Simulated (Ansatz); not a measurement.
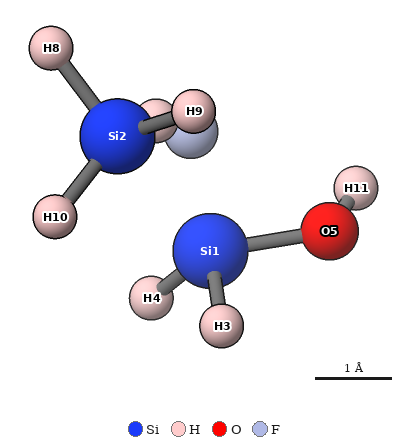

**Figure 1.** The input geometry (ball-and-stick view, seen at a tilt; atoms are numbered from 1 in the order of the input). Bond lengths as drawn: H–O 0.95 Å, H–Si 1.45 to 1.47 Å and O–Si 1.61 Å.

Geometry relaxation, with input and output: Si2H7OF (part 1 of 2)

- system: Si2H7OF
- method: RKS B3LYP-D4/6-31G* (Ansatz 0.2.0)

The input holds or restrains some coordinates. It belongs to a series of runs on one base structure; here: pulled along the bonds that form and break, towards end B. Figures and captions count atoms from 1; the log counts them from 0 in places.

**The program's output**
```
The last accepted step is kept in [file] (removed where the run ends without a failure and the disk answers)
Engine: ansatz 0.2.0, aarch64-unknown-linux-gnu
Functional definition: B3LYP
  parameter a0 = 0.2
  parameter ax = 0.72
  parameter ac = 0.81
  exchange = (1 - a0 - ax)*slater_x + ax*b88_x + a0*exact_x
  correlation = (1 - ac)*vwn_rpa_c + ac*lyp_c
859 factors; integrals over basis functions are off by at most 6.0e-4 eV
mean field evaluation 1: about -20626.7331 eV, gradient 5.6e1 eV
mean field evaluation 2: about -20613.7161 eV, gradient 1.0e2 eV
mean field evaluation 4: about -20631.9504 eV, gradient 3.8e0 eV
mean field evaluation 8: about -20631.9874 eV, gradient 2.4e-1 eV
mean field evaluation 16: about -20631.9875 eV, gradient 2.8e-5 eV
mean field -20631.98753514 eV, -758.2115570531 hartree, gradient 2.8e-5 eV, S^2 0.000000; 0 other end points of the search recorded, 0 dependent functions left out
the calculation of the forces begins
reference -20631.98779382 eV, -758.2115665593 hartree; 26, 26 occupied and 56, 56 virtual orbitals, 859 factors
relax step   1: F+E_penalty+E_count = -20632.32425600 eV  Δ(F+E_penalty+E_count) = +0.000e0 eV  max|allowed force component| = 1.372e0 eV/Å  E_restraint = 31.50224979 eV  max|allowed force component, restraints' pulls added| = 2.849e1 eV/Å  Δτ_max = 0.0000 Å  (26 SCF iters, accepted)
  distance Si 0 - F 6 = 2.0057 Å
  distance H 5 - Si 1 = 1.8702 Å
  distance Si 0 - Si 1 = 2.5984 Å
  distance H 5 - F 6 = 1.2094 Å
these checks for a lower state are left out or cut short: starts, cluster_reference, orbital_swaps, neighbouring_geometries, increment
859 factors; integrals over basis functions are off by at most 6.8e-4 eV
mean field -20631.96592613 eV, -758.2107629363 hartree, gradient 8.8e-5 eV, S^2 0.000000; 0 other end points of the search recorded, 0 dependent functions left out
[... from here on the field's lines of each further geometry are left out, up to the last ...]
relax step   2: F+E_penalty+E_count = -20632.29561295 eV  Δ(F+E_penalty+E_count) = +2.864e-2 eV  max|allowed force component| = 1.876e0 eV/Å  E_restraint = 16.46244289 eV  max|allowed force component, restraints' pulls added| = 2.152e1 eV/Å  Δτ_max = 0.1948 Å  (30 SCF iters, accepted)
relax step   3: F+E_penalty+E_count = -20632.63896174 eV  Δ(F+E_penalty+E_count) = -3.433e-1 eV  max|allowed force component| = 2.703e0 eV/Å  E_restraint = 6.49688224 eV  max|allowed force component, restraints' pulls added| = 1.223e1 eV/Å  Δτ_max = 0.1990 Å  (30 SCF iters, accepted)
relax step   4: F+E_penalty+E_count = -20633.20631129 eV  Δ(F+E_penalty+E_count) = -5.673e-1 eV  max|allowed force component| = 2.438e0 eV/Å  E_restraint = 1.00791347 eV  max|allowed force component, restraints' pulls added| = 3.618e0 eV/Å  Δτ_max = 0.1949 Å  (27 SCF iters, accepted)
relax step   5: F+E_penalty+E_count = -20634.06358112 eV  Δ(F+E_penalty+E_count) = -8.573e-1 eV  max|allowed force component| = 1.199e0 eV/Å  E_restraint = 0.04934697 eV  max|allowed force component, restraints' pulls added| = 1.172e0 eV/Å  Δτ_max = 0.1959 Å  (28 SCF iters, accepted)
relax step   6: F+E_penalty+E_count = -20634.60472785 eV  Δ(F+E_penalty+E_count) = -5.411e-1 eV  max|allowed force component| = 8.563e-1 eV/Å  E_restraint = 0.01566246 eV  max|allowed force component, restraints' pulls added| = 7.145e-1 eV/Å  Δτ_max = 0.1968 Å  (27 SCF iters, accepted)
relax step   7: F+E_penalty+E_count = -20634.97262933 eV  Δ(F+E_penalty+E_count) = -3.679e-1 eV  max|allowed force component| = 9.784e-1 eV/Å  E_restraint = 0.01864479 eV  max|allowed force component, restraints' pulls added| = 6.277e-1 eV/Å  Δτ_max = 0.1999 Å  (26 SCF iters, accepted)
relax step   8: F+E_penalty+E_count = -20635.25275809 eV  Δ(F+E_penalty+E_count) = -2.801e-1 eV  max|allowed force component| = 9.315e-1 eV/Å  E_restraint = 0.02869632 eV  max|allowed force component, restraints' pulls added| = 4.801e-1 eV/Å  Δτ_max = 0.1949 Å  (27 SCF iters, accepted)
relax step   9: F+E_penalty+E_count = -20635.39859847 eV  Δ(F+E_penalty+E_count) = -1.458e-1 eV  max|allowed force component| = 1.030e0 eV/Å  E_restraint = 0.04565210 eV  max|allowed force component, restraints' pulls added| = 4.431e-1 eV/Å  Δτ_max = 0.1962 Å  (26 SCF iters, accepted)
relax step  10: F+E_penalty+E_count = -20635.44619981 eV  Δ(F+E_penalty+E_count) = -4.760e-2 eV  max|allowed force component| = 9.870e-1 eV/Å  E_restraint = 0.03124912 eV  max|allowed force component, restraints' pulls added| = 4.958e-1 eV/Å  Δτ_max = 0.2000 Å  (26 SCF iters, accepted)
relax step  11: F+E_penalty+E_count = -20635.47212860 eV  Δ(F+E_penalty+E_count) = -2.593e-2 eV  max|allowed force component| = 1.027e0 eV/Å  E_restraint = 0.02691696 eV  max|allowed force component, restraints' pulls added| = 4.792e-1 eV/Å  Δτ_max = 0.2000 Å  (28 SCF iters, accepted)
relax step  12: F+E_penalty+E_count = -20635.22927447 eV  Δ(F+E_penalty+E_count) = +2.429e-1 eV  max|allowed force component| = 2.704e0 eV/Å  E_restraint = 0.03099509 eV  max|allowed force component, restraints' pulls added| = 2.704e0 eV/Å  Δτ_max = 0.1906 Å  (28 SCF iters, rejected (line search))
the calculation of the forces begins
reference -20635.18424822 eV, -758.3290340917 hartree; 26, 26 occupied and 56, 56 virtual orbitals, 859 factors
relax step  13: F+E_penalty+E_count = -20635.49135020 eV  Δ(F+E_penalty+E_count) = -1.922e-2 eV  max|allowed force component| = 9.675e-1 eV/Å  E_restraint = 0.03047261 eV  max|allowed force component, restraints' pulls added| = 1.157e-1 eV/Å  Δτ_max = 0.0949 Å  (24 SCF iters, accepted)
```

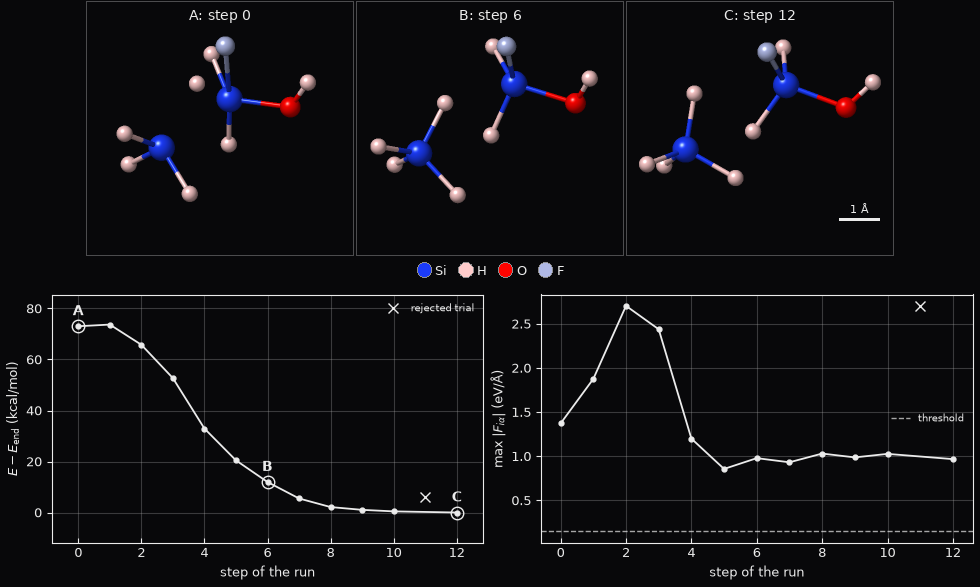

**Figure 2.** Frames of the restrained relaxation (ball-and-stick view, seen at a tilt) above the curves, on which the letters mark them (the first geometry is step 0 here and step 1 in the log).

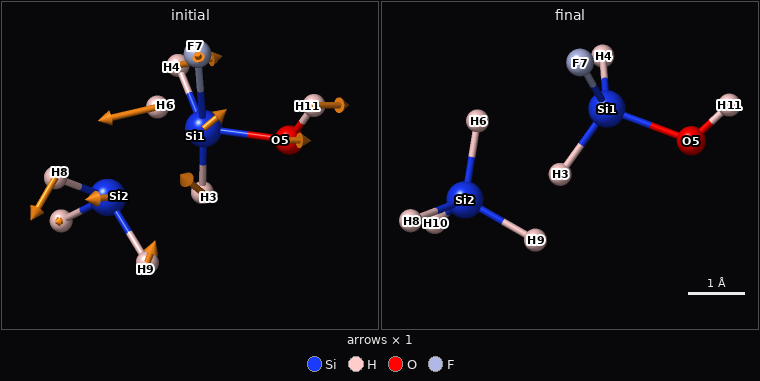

**Figure 3.** Before (left) and after (right) the restrained relaxation, at one scale (ball-and-stick view, seen at a tilt). The orange arrows give the displacements, at true length. Over 12 geometry steps the energy falls by 73.0 kcal/mol. The largest force component goes from 1.4 to 0.97 eV/Å. The line search rejected the trial step at point 11 (counted from 0) and went back. The atom that moves furthest after the best rigid fit is H6 (1.12 Å). By element the largest moves are H 1.12 Å, Si 0.55 Å, O 0.45 Å, F 0.25 Å. Distances before and after: Si2–H6 1.870 → 1.443 Å, Si1–F7 2.006 → 1.644 Å, Si1–O5 1.614 → 1.648 Å, Si1–H4 1.453 → 1.484 Å. New bonds form: Si2–H6 (1.87 → 1.44 Å). Among the angles that change: H3–Si1–F7 169.8° → 111.5°, H4–Si1–F7 81.0° → 105.8°, O5–Si1–F7 87.0° → 109.3°. (Atoms are counted from 1 in the order of the input.)

```
  distance Si 0 - F 6 = 1.6442 Å
  distance H 5 - Si 1 = 1.4429 Å
  distance Si 0 - Si 1 = 3.5334 Å
  distance H 5 - F 6 = 2.1868 Å
859 factors; integrals over basis functions are off by at most 7.4e-4 eV
mean field -20635.18397289 eV, -758.3290239735 hartree, gradient 7.1e-5 eV, S^2 0.000000; 1 other end points of the search recorded, 0 dependent functions left out
the calculation of the forces begins
reference -20635.18424822 eV, -758.3290340917 hartree; 26, 26 occupied and 56, 56 virtual orbitals, 859 factors
Total energy: -20635.49162553 eV, -758.3403299998 hartree
Atom 0 at    -0.340454    -1.446315     0.173636 Å, force    -0.055163     0.132333     0.967471 eV/Å
Atom 1 at     0.869816     1.840532    -0.291865 Å, force     0.046827     0.738804    -0.649913 eV/Å
Atom 2 at     0.204935    -0.683266    -0.958457 Å, force    -0.016224    -0.000197     0.000583 eV/Å
Atom 3 at     0.390035    -2.722189     0.377030 Å, force    -0.006001    -0.007970     0.017685 eV/Å
Atom 4 at    -1.938642    -1.673987    -0.158412 Å, force     0.031980     0.047309    -0.115661 eV/Å
Atom 5 at     1.014156     1.083710     0.928122 Å, force     0.201442    -0.170062     0.516495 eV/Å
Atom 6 at    -0.192887    -0.617112     1.585753 Å, force    -0.172475    -0.698999    -0.793634 eV/Å
Atom 7 at     1.259858     3.258554    -0.062332 Å, force     0.004660     0.012444    -0.000428 eV/Å
Atom 8 at    -0.543253     1.803076    -0.754998 Å, force     0.033454    -0.008573     0.010522 eV/Å
Atom 9 at     1.748942     1.275726    -1.350713 Å, force    -0.018167     0.006320    -0.004651 eV/Å
Atom 10 at    -2.472606    -2.118628     0.512336 Å, force    -0.050334    -0.051408     0.051532 eV/Å
Dipole moment:    -0.102765    -0.345264     0.073742 e Å
```

**Trajectory as extended XYZ (Å, eV, eV/Å), 10 of the 13 frames kept, from step=1 to step=13**
```
11
Properties=species:S:1:pos:R:3:forces:R:3 step=1 energy=-20632.32426
Si   -0.0785   -1.0590   -0.1174    0.3611   0.0267   0.4133
Si    0.6336    1.4259   -0.3822    0.0010  -0.1553   0.0539
H     0.0019   -1.1930   -1.5811    0.4268   0.4489  -0.4476
H     0.8913   -1.9867    0.4384    0.5783  -0.3649  -0.0775
O    -1.6703   -1.3211   -0.0609   -1.3717  -0.3557  -0.5791
H     0.1579    0.3673    1.0843   -0.1807  -0.7027   0.3323
F    -0.2046   -0.5276    1.8125    0.2257   1.1410  -0.3199
H     1.1732    2.4848    0.4849    0.1011   0.1246   0.4874
H    -0.4720    2.0495   -1.1087   -0.4700   0.0052  -0.2098
H     1.7005    1.1467   -1.3415    0.3893  -0.2401  -0.2905
H    -2.1331   -1.3867    0.7718   -0.0608   0.0722   0.6376
11
Properties=species:S:1:pos:R:3:forces:R:3 step=2 energy=-20632.29561
Si   -0.1134   -1.1917   -0.0531    0.1131   1.5758   1.2672
Si    0.6606    1.5368   -0.3509   -0.5782  -1.8577  -0.3740
H     0.0050   -1.1906   -1.5735    0.3835   0.6148   0.5790
H     0.9038   -2.0057    0.4462    1.4289  -1.4255   0.2491
O    -1.6982   -1.3318   -0.0589   -1.8762  -0.6297  -1.0945
H     0.2131    0.4941    0.9471    0.3323   0.2888  -1.5979
F    -0.2342   -0.6255    1.8144    0.0243  -0.2481  -1.3142
H     1.1818    2.5025    0.5012    0.8478   1.6992   1.2355
H    -0.4772    2.0522   -1.1106   -0.4260   0.0881  -0.1136
H     1.7011    1.1471   -1.3401    0.0440  -0.1778   0.1627
H    -2.1423   -1.3873    0.7783   -0.2935   0.0722   1.0006
11
Properties=species:S:1:pos:R:3:forces:R:3 step=4 energy=-20633.20631
Si   -0.2016   -1.4125    0.1108    1.2266   2.3100  -0.2090
Si    0.7068    1.7199   -0.3597   -0.3969  -1.9281  -1.4006
H     0.0147   -1.1693   -1.5013    0.1718   0.2560   1.7867
H     0.9687   -2.0870    0.4588    1.4165  -1.8822   0.1807
O    -1.7753   -1.3680   -0.0740   -2.4378  -0.9019  -0.5307
H     0.3255    0.7766    0.6969   -0.1435  -0.6768  -0.2957
F    -0.3028   -0.8877    1.7595    0.0801  -0.2271  -1.4277
H     1.2302    2.6035    0.5501    1.1340   2.4135   1.1637
H    -0.4932    2.0640   -1.1154   -0.3333   0.4263  -0.1274
H     1.6980    1.1453   -1.3255   -0.0415   0.1624   0.3212
H    -2.1710   -1.3847    0.7998   -0.6760   0.0477   0.5388
```
